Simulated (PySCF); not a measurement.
The calculation's input:

```
{"job": {"kind": "nmr", "xc": "PBE0", "basis": "pcSseg-1"}, "charge": 0, "multiplicity": 1}
C      2.444030     0.490279    -0.630282
S      1.577454    -0.904518     0.150683
O      1.685330    -2.047431    -0.714534
O      2.043545    -1.029152     1.504973
C     -0.114173    -0.352503     0.175889
C     -0.786983     0.094565     1.245314
C     -2.169744     0.463476     0.822942
C     -2.163298     0.159344    -0.640105
C     -0.961719    -0.315352    -0.995390
H      3.482474     0.209591    -0.753653
H      1.985179     0.678243    -1.592057
H      2.354799     1.346133     0.025641
H     -0.413976     0.168485     2.248366
H     -2.392381     1.512792     1.025679
H     -2.919191    -0.126952     1.353451
H     -3.018765     0.309199    -1.271872
H     -0.639581    -0.644170    -1.964956
```

Launched as:

```sh
OMP_NUM_THREADS=1 python probes_run.py task.json out
```

Geometry: GFN2-xTB.

All numbers below come from PBE0/pcSseg-1, SCF density, gas phase, non-relativistic (PySCF).

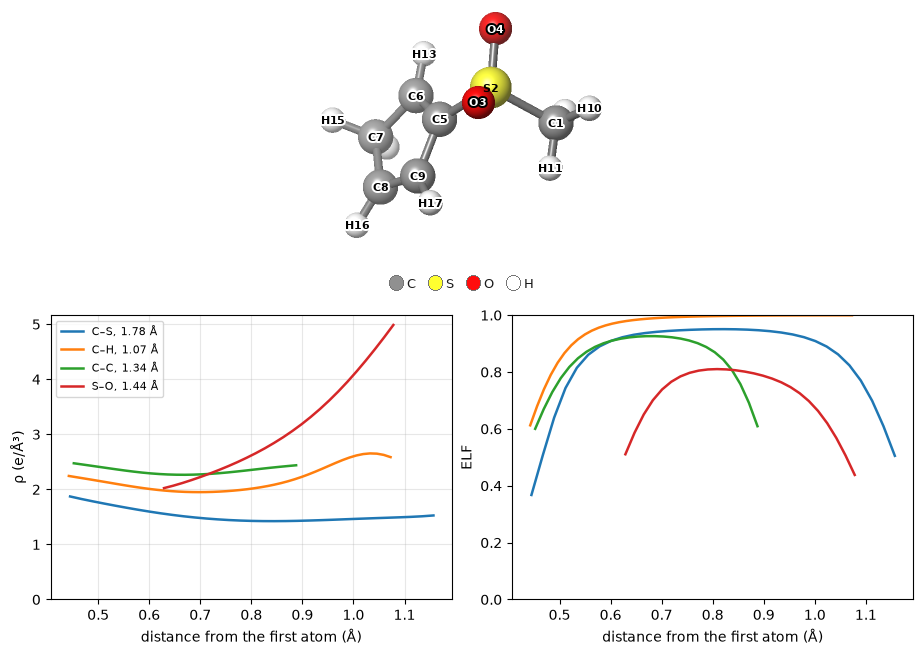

C$_{6}$H$_{8}$O$_{2}$S (SMILES CS(=O)(=O)C1=CCC=C1). Total electron density and ELF along straight lines between neighbouring atoms. The curves leave out the atomic cores. The structure is drawn too.

Q: What can be read from the curves?

A: C–S (1.78 Å): ρ at the midpoint is about 1.4 e/Å³; the ELF peaks at about 0.95 between the atoms; a covalent bond.
C–H (1.07 Å): ρ at the midpoint is about 2.1 e/Å³; the ELF climbs to about 1 towards the hydrogen, as it does in any bond to H (an ordinary covalent bond to hydrogen).
C–C (1.34 Å): ρ at the midpoint is about 2.3 e/Å³; the ELF peaks at about 0.95 between the atoms: a short, multiple covalent bond.
S–O (1.44 Å): the density is about 2.3 e/Å³ at the midpoint; the ELF peaks at about 0.80 between the atoms: a polar covalent bond.
